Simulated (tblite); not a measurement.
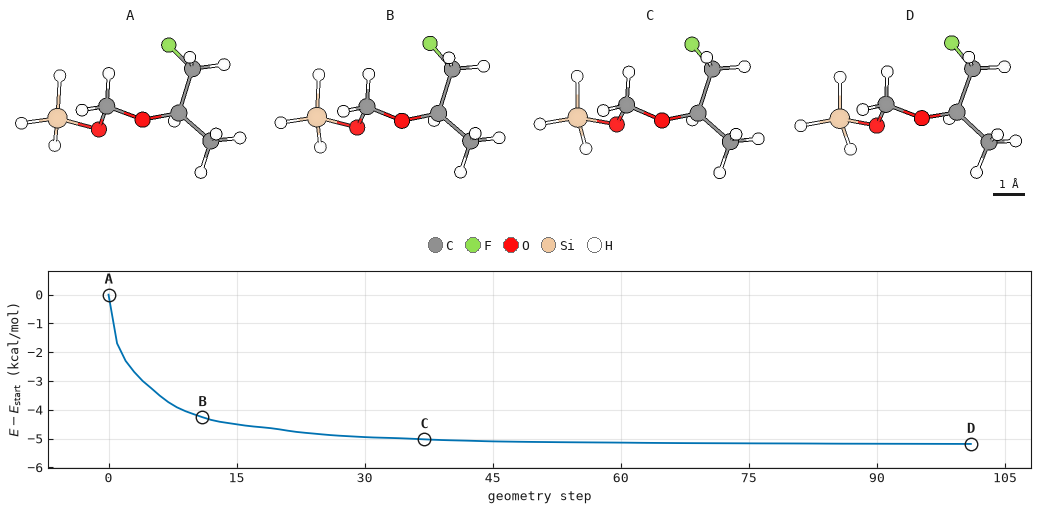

Frames of a relaxation of C4H11FO2Si, marked on the history of the run. A ball-and-stick model, seen at a tilt.

Level of theory: GFN2-xTB geometry optimisation, gas phase in tblite. 

Q: What happens along the run?

A: Over 101 geometry steps the energy falls by 5.18 kcal/mol. An H atom moves most after the best rigid fit: 0.57 Å. By element the largest moves are H 0.57 Å, O 0.21 Å, C 0.15 Å, F 0.13 Å, Si 0.08 Å. Among the contacts that change: O–Si 1.668 → 1.621 Å, C–O 1.422 → 1.386 Å, H–Si 1.480 → 1.453 Å, C–F 1.350 → 1.376 Å. Among the angles between lasting bonds that change: C–O–Si 117.6° → 128.9°, O–Si–H 109.5° → 98.9°, H–Si–H 110.3° → 114.1°. The run took 1.1 s on 1 thread of Arm Neoverse N1, with other jobs on the host. From step 0 to 11: an H atom moves most (0.23 Å), energy −4.26 kcal/mol. From step 11 to 37: an H atom moves most (0.20 Å), energy −0.77 kcal/mol. From step 37 to 101: an H atom moves most (0.17 Å), energy −0.16 kcal/mol.
